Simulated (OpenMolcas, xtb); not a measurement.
**Si2H3F3 (SMILES F[Si](F)(F)[SiH3]): the vertical energy of the triplet above the singlet, rung by rung**

Si2H3F3: 8 atoms, total charge 0, spin state singlet. As SMILES, `F[Si](F)(F)[SiH3]`. Geometry: relaxed at PBE0-D4/def2-TZVP.

Quantity: the vertical energy of the triplet above the singlet, in eV. The values are calculated.

```tsv
level	kind	program	value (eV)	CPU time (all runs)
GFN1-xTB	semi-empirical	xtb	5.61	under 2 s
HF/cc-pVDZ	Hartree–Fock	OpenMolcas	7.14	44 s
SVWN5/cc-pVDZ	LDA	OpenMolcas	6.69	2.1 min
BLYP/cc-pVDZ	GGA	OpenMolcas	6.70	2.9 min
PBE/cc-pVDZ	GGA	OpenMolcas	6.55	2.8 min
TPSS/cc-pVDZ	meta-GGA	OpenMolcas	6.65	3.4 min
B3LYP/cc-pVDZ	global hybrid	OpenMolcas	6.96	3.2 min
```

The values span 5.61 to 7.14 eV. GFN1-xTB: no spin polarisation, so open shells miss the exchange term that lowers them. A triplet this far above the singlet is often a Rydberg-like or dissociative state; sets without diffuse functions put Rydberg states too high. The upper state's dipole differs much between rows, so they may not all be the same state. CPU times are rough (shared hosts, several kinds of processor and program).

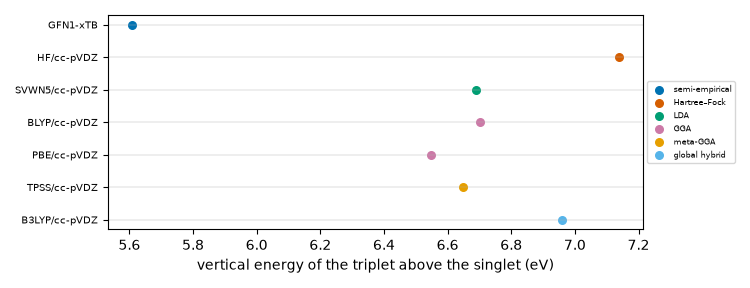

The values of the table, level by level.
